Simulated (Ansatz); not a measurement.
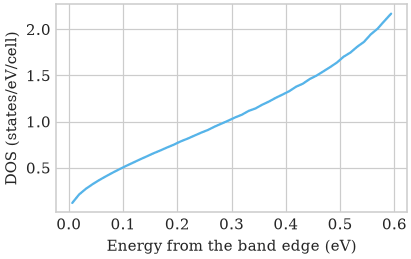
Figure: Density of states of MgO (Fm-3m) below the valence band maximum, PBE, rigid bands (Ansatz, a quantum-chemistry and plane-wave program); cell volume 18.7 Å³.

**Question.** What effective density of states at 300 K does this give (∫ g(E) exp(−E/k_BT) dE, both spins, divided by the cell's size)?

**Answer.** 3.1e20 cm⁻³, a density-of-states mass of 5.3 mₑ, valleys and band degeneracy included.

Spin-orbit coupling is left out. Geometry: cell and atoms relaxed with PBEsol.
